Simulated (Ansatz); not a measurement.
In doubt: one-shot GW on d or f shells is unsure (in some of the runs), so the values of those runs are not to be relied on.

Consider GaCuCCl4O (P-1).

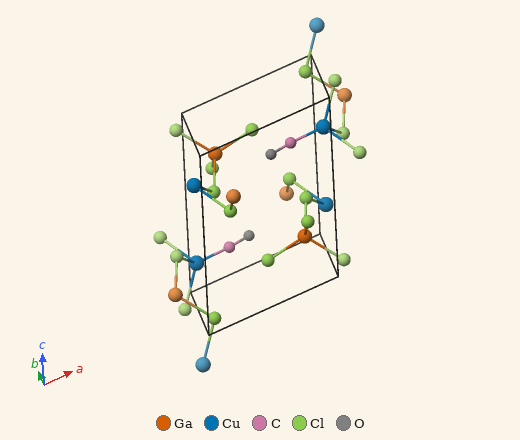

The structure (gallium orange, copper blue, carbon pink, chlorine green, oxygen grey). Some periodic images of atoms are drawn too.

```
Ga Cu C Cl O
1.0
     6.87690    0.00000    0.00000
     0.52223    6.99604    0.00000
     3.07419    1.14491    8.12192
Ga Cu C Cl O
2 2 2 8 2
Cartesian
  4.1768 6.1740 6.2078
  6.2966 1.9670 1.9141
  1.2170 5.3860 1.7897
  9.2563 2.7549 6.3322
  3.0083 5.6725 1.7409
  7.4650 2.4685 6.3810
  9.7694 6.4278 8.0318
  0.7039 1.7132 0.0901
  7.0903 7.1359 3.1462
  3.3830 1.0051 4.9757
  7.2056 3.6276 3.1025
  3.2677 4.5133 5.0194
  6.2424 5.7907 6.6759
  4.2309 2.3503 1.4460
  4.1190 5.9276 1.7740
  6.3543 2.2133 6.3479
```

Geometry: measured cell, ions relaxed with PBE. The runs that relaxed it are not among those shown.

Gaps computed with Ansatz 0.2.0 without a self-energy: LDA 3.04 eV, PBEsol 3.11 eV, PBE 3.15 eV, PBE+SOC 3.14 eV, HSE06 4.94 eV, PBE0 5.70 eV and DDH-PBE0 6.74 eV.

Question: Estimate the G0W0@PBE gap with 2×2×2 mesh, 887 empty bands, screening to 100 eV, PAW set soft_1 files.

About 5.55 eV: on its mesh the run moves the gap from 3.15 eV by +2.39 eV. Among the scalar-relativistic levels given, PBE0 is nearest (+0.15 eV). Bands and cutoff are finite, so the gap is not at the basis limit. The miss can reach some tenths of an eV and take either sign; the mesh is an error of its own. The 2×2×2 mesh is coarse for this cell (its supercell is 14 Å along the shortest edge). The RPA ε∞ on it, from the PBE start, is 2.59, 2.72 and 2.89; such meshes misread the long-range screening, most where the gap is narrow. A d shell, filled or nearly so, lies near the gap. One-shot GW converges very slowly in bands there, not always from below, and on a semilocal start the gap tends to come out low; starts rich in exact exchange can overshoot instead. The many-body steps are scalar-relativistic: spin-orbit coupling is not in them.

[Paths, hosts, dates, memory and timing lines, banners, echoed tables and standing remarks are left out of the program output.]

[Logs are printed without paths, hosts, clocks, repeated set-up lines and the standing remarks that a program may print on its own settings, such as how far it seeks lower states.]

[Runs of the session that timed out or met a known fault of the program may be left out.]

[Cells called generated may have been cut or substituted from an entry of the Crystallography Open Database or the Materials Project.]

[Hosts, paths, dates, database ids (printed as entryN), source tags and the programs' standing remarks are cut or masked in the printed files.]
